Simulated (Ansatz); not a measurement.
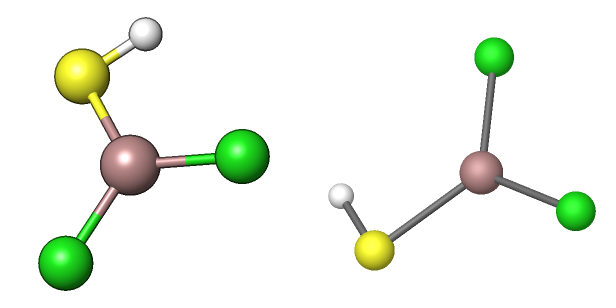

Two views of one molecule. Colours: sulfur yellow, gallium pink, chlorine green, hydrogen white.

The geometry was computed by an optimisation with PBE0-D4/def2-TZVP.

**What is the molecular formula?**

Cl₂GaHS, 5 atoms: 2 chlorine, 1 gallium, 1 hydrogen and 1 sulfur.

**What is its SMILES?**

[SH][Ga]([Cl])[Cl]

**Which point group does it belong to?**

Cs.

**Count the bonded pairs by element.**

2 Cl–Ga, 1 Ga–S, 1 S–H.

**How many sets of symmetry-equivalent atoms are there?**

5: 1 S, 1 Ga, 1 Cl, 1 Cl, 1 H.

The parts below concern this one geometry. Atoms keep their numbers from picture to picture.

## Shape

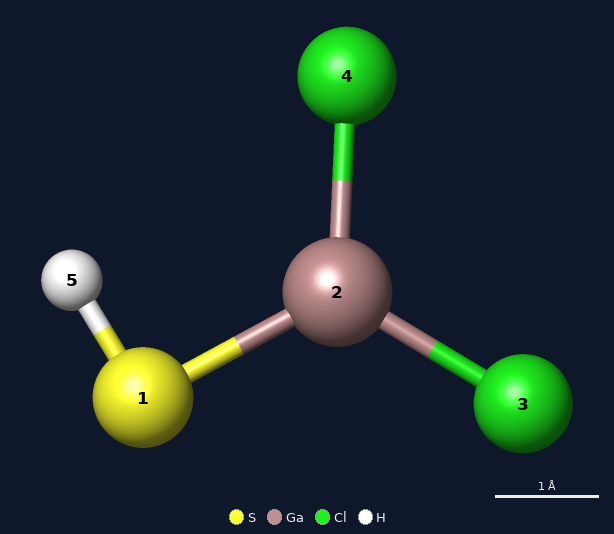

Atoms carry their numbers in the input.

**Describe the coordination of atom 2.**

Ga2 has 3 neighbours (S1 at 2.17, Cl3 at 2.12, Cl4 at 2.13 Å); the arrangement is trigonal planar.

**Describe the coordination of atom 1.**

S1 has 2 neighbours (Ga2 at 2.17, H5 at 1.34 Å); the arrangement is bent.

## Levels of theory compared

Program: Ansatz 0.2.0.

Tabulate HOMO energy (eV) at these levels: B97M-V/def2-TZVPP; BLYP-D4/def2-TZVPP; CAM-B3LYP-D4/def2-TZVPP; PBE0-D4/def2-QZVPP; SPW92 (LDA)/def2-TZVPP; ωB97M-V/def2-QZVPP; ωB97M-V/def2-TZVPP; ωB97X-V/def2-TZVPP.

```csv
level,HOMO energy (eV)
B97M-V/def2-TZVPP,−7.47
BLYP-D4/def2-TZVPP,−6.93
CAM-B3LYP-D4/def2-TZVPP,−9.67
PBE0-D4/def2-QZVPP,−8.38
SPW92 (LDA)/def2-TZVPP,−7.26
ωB97M-V/def2-QZVPP,−10.57
ωB97M-V/def2-TZVPP,−10.53
ωB97X-V/def2-TZVPP,−10.72
```

## Dipole moment

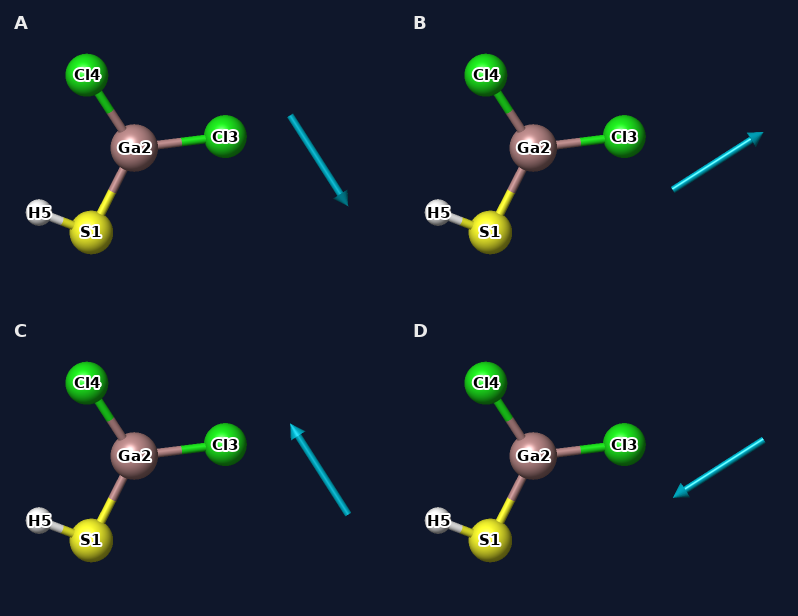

The same molecule four times, each with an arrow. Properties computed with RKS PBE0-D4/def2-TZVP (Ansatz 0.2.0).

**Which arrow points along the dipole moment, from the negative to the positive end?**

D. The dipole moment is 1.43 D; it points from the side of Cl3 to the side of H5 (the outermost atoms at the two ends).

## Vibrations

Harmonic vibrations computed with RKS PBE0-D4/def2-TZVP (Ansatz 0.2.0) at a stationary point of the same level.

**How many vibrational modes are there, and where do they lie?**

9 modes: 108, 124, 136, 275, 370, 455, 462, 723, 2709 cm⁻¹.

## Charges

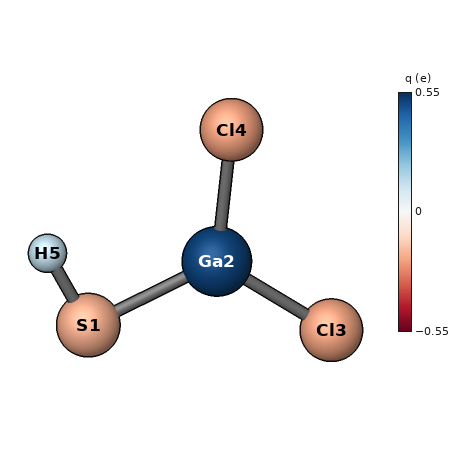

Atoms are coloured by their Mulliken charges. Method: RKS ωB97M-V/def2-TZVPP (Ansatz 0.2.0).

Give the Mulliken charges atom by atom.

```
atom  value (e)
  S1      −0.20
 Ga2       0.50
 Cl3      −0.22
 Cl4      −0.22
  H5       0.13
```

Mulliken values depend strongly on the basis set and can even reverse the polarity of a bond.
